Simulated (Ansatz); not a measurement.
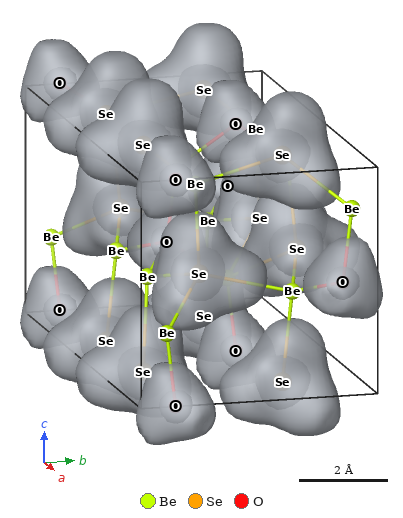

The picture shows: Be3Se2O. Isosurface of the electron localisation function at 0.7 (grey), seen slightly off an axis. Only the valence region is drawn (cores and ρ < 0.01 e/Å³ removed). Sticks mark near contacts.

Space group Cmc2₁; a generated structure, not necessarily the stable one; changed on purpose from its base cell (volume × 0.94, shape and atoms relaxed); computed pressure about 7 GPa in this cell.

Level of theory: Ansatz 0.2.0, DFT PBE, scalar-relativistic, plane waves, PAW.

### What do the ELF domains correspond to?

At this value the surface marks out four regions wrapped around O (the valence shell of each) and eight regions wrapped around Se (the valence shell of each), counted in one cell of 24 atoms. Regions shared between cells count once.

Values along the shortest contacts:
Be–O (1.65 Å): the ELF peaks at about 0.85 in the valence shell of O, 0.7 Å from its nucleus, and is about 0.85 at the midpoint. Be–Se (2.19 Å): the ELF peaks at about 0.90 between the atoms; a shared but strongly polarised pair.
